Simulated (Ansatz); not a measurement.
# BNH4 (BH2(NH2)) at CCSD/STO-3G

What is the energy change on altering one bond length of BNH4 (BH2(NH2)) at CCSD/STO-3G? 

Program for the calculation: Ansatz 0.2.0.

55 further runs of the same task are left out: 55 set aside as unsound or not needed.

**1. The molecule**

The species is BNH4 (6 atoms), meant as a singlet with charge 0. As SMILES, `[H]B([H])N`. The shape is that of a GFN2-xTB optimisation.

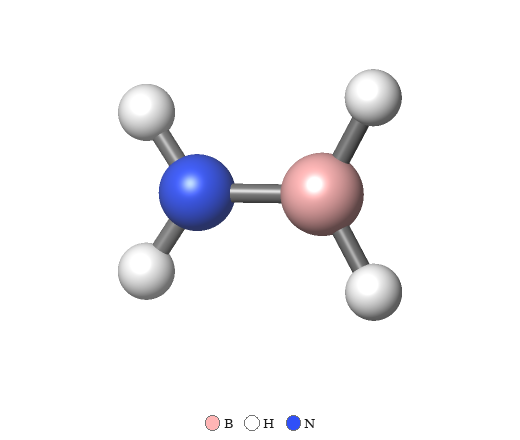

The structure, seen from a chosen angle (boron pink, hydrogen white, nitrogen blue).

**2. The energy at CCSD/STO-3G**

molecule.yaml reads:

```yaml
crystal:
  periodic: [false, false, false]
  atoms:
    - symbol: B
      position_ang: [0.341950, 0.595150, 0.003650]
    - symbol: H
      position_ang: [1.330110, 0.674300, 0.627440]
    - symbol: H
      position_ang: [-0.078600, 1.496820, -0.614110]
    - symbol: "N"
      position_ang: [-0.345390, -0.598720, -0.003870]
    - symbol: H
      position_ang: [-1.199300, -0.750580, -0.515060]
    - symbol: H
      position_ang: [-0.048780, -1.416960, 0.501960]
basis:
  gaussian: {orbitals: STO-3G}
correlation: {method: ccsd, frozen_orbitals: {B: 1, H: 0, "N": 1}}
accuracy: high
scf: {omitted_lower_state_checks: [cluster_reference, increment]}
```

On the command line:

```bash
$ ansatz run molecule.yaml --threads 1 --pin off --max-ram 2610MiB --events-out events.jsonl --progress --plain --runs-dir runs
```

Standard output (excerpt; [...] marks lines left out):

```text
Warning: RAYON_NUM_THREADS=1 ignored (pool sized by the plan → 1); use --threads N
Functional definition: HF
  name "HF"
[...]
230 factors; integrals over basis functions are off by at most 7.7e-9 eV
[...]
mean field -2189.57424510 eV, -80.4653693606 hartree, gradient 4.8e-8 eV, S^2 0.000000; 0 other end points of the search recorded, 0 dependent functions left out
2 core orbitals not correlated: weight in the atoms' cores, before any rotation towards them, 1.000 or more for the frozen orbitals, at most 0.000 for the correlated occupied ones
reference -2189.57424510 eV, -80.4653693606 hartree; 6, 6 occupied and 6, 6 virtual orbitals, 230 factors
second order -2.44758571 eV of doubles, -0.00000000 eV of singles
cycle   1  -2.88927072 eV  change   -4.4e-1 eV  update   7.2e-2
[...]
cycle  16  -3.19889205 eV  change   9.9e-10 eV  update   1.3e-9
Total energy: -2192.77313715 eV, -80.5829264753 hartree
Checks for a lower state left out: cluster_reference, increment
```

Run time: 0.1 s. Hardware: 1 thread of Arm Neoverse V1, shared host.

**3. The distorted shape at the same level**

job.yaml reads:

```yaml
crystal:
  periodic: [false, false, false]
  atoms:
    - symbol: B
      position_ang: [0.094884, 0.575360, -0.152314]
    - symbol: H
      position_ang: [1.330110, 0.674300, 0.627440]
    - symbol: H
      position_ang: [-0.325666, 1.477030, -0.770074]
    - symbol: "N"
      position_ang: [-0.592456, -0.618510, -0.159834]
    - symbol: H
      position_ang: [-1.446366, -0.770370, -0.671024]
    - symbol: H
      position_ang: [-0.295846, -1.436750, 0.345996]
basis:
  gaussian: {orbitals: STO-3G}
correlation: {method: ccsd, frozen_orbitals: {B: 1, H: 0, "N": 1}}
accuracy: high
scf: {omitted_lower_state_checks: [cluster_reference, increment]}
```

On the command line:

```bash
$ ansatz run job.yaml --threads 1 --pin off --max-ram 2610MiB --events-out events.jsonl --progress --plain --runs-dir runs
```

Standard output (excerpt; [...] marks lines left out):

```text
Warning: RAYON_NUM_THREADS=1 ignored (pool sized by the plan → 1); use --threads N
[... 2 set-up lines as earlier in the session ...]
[...]
230 factors; integrals over basis functions are off by at most 9.7e-9 eV
[...]
mean field -2188.44530302 eV, -80.4238815046 hartree, gradient 7.6e-8 eV, S^2 0.000000; 0 other end points of the search recorded, 0 dependent functions left out
2 core orbitals not correlated: weight in the atoms' cores, before any rotation towards them, 1.000 or more for the frozen orbitals, at most 0.000 for the correlated occupied ones
reference -2188.44530302 eV, -80.4238815046 hartree; 6, 6 occupied and 6, 6 virtual orbitals, 230 factors
second order -2.62040669 eV of doubles, -0.00000000 eV of singles
cycle   1  -3.12791239 eV  change   -5.1e-1 eV  update   7.7e-2
[...]
cycle  17  -3.49092280 eV  change   -1.0e-9 eV  update  4.1e-10
Total energy: -2191.93622583 eV, -80.5521705514 hartree
Checks for a lower state left out: cluster_reference, increment
```

Wall time 0.1 s (1 thread of Arm Neoverse V1, shared host).

**4. What came out**

Level: CCSD/STO-3G, 2 core orbitals frozen.

| quantity | value |
| --- | --- |
| first shape: total energy | -80.58293 Eh |
| first shape: correlation energy (2 core orbitals frozen) | -117.6 mEh |
| first shape: T1 diagnostic | 0.021 |
| distorted shape: total energy | -80.55217 Eh |
| distorted shape: correlation energy (2 core orbitals frozen) | -128.3 mEh |
| distorted shape: T1 diagnostic | 0.021 |
| energy change with the B1–H2 bond stretched from 1.171 to 1.464 Å | 0.837 eV |

What this shows: With the B1–H2 bond stretched from 1.171 to 1.464 Å the energy rises by 0.84 eV (19.3 kcal/mol). The first shape isn't relaxed at this level, so the change isn't measured from a minimum. The minimal basis adds a large error of its own. The T1 diagnostic (first shape) of 0.021 is above the customary mark for such species, so a single reference may not serve. The T1 diagnostic (distorted shape) of 0.021 is above the customary mark for such species, so a single reference may not serve.
